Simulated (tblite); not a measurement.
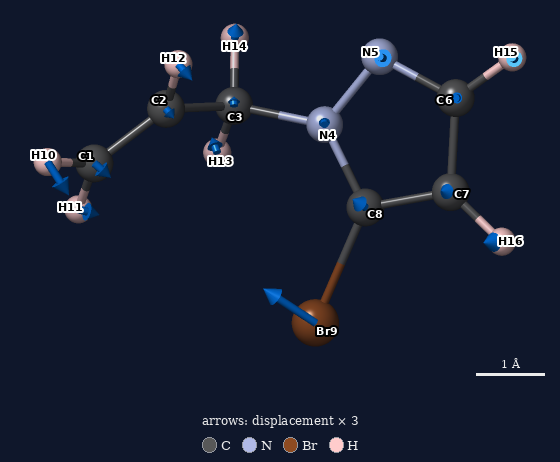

A relaxation of C6H7BrN2. The starting structure is drawn; blue arrows show the displacements, 3 times their true length. The two geometries are superimposed by the best rigid fit.

A ball-and-stick model, seen face on.

Level of theory: GFN2-xTB geometry optimisation, gas phase in tblite. 

> Describe the change and its energy.

The largest move after the best rigid fit is that of Br9, 0.33 Å. Largest moves by element: Br 0.33 Å, H 0.20 Å, N 0.12 Å, C 0.11 Å. Among the contacts that change: C8–Br9 1.907 → 1.872 Å, N4–C8 1.375 → 1.350 Å, N4–N5 1.349 → 1.326 Å, C1–H10 1.098 → 1.076 Å. Bond angles that change, for instance: N4–C8–Br9 127.8° → 122.0°, C7–C8–Br9 125.3° → 130.1°, N4–N5–C6 103.9° → 106.7°. The energy falls by 0.166 eV in 69 geometry steps.
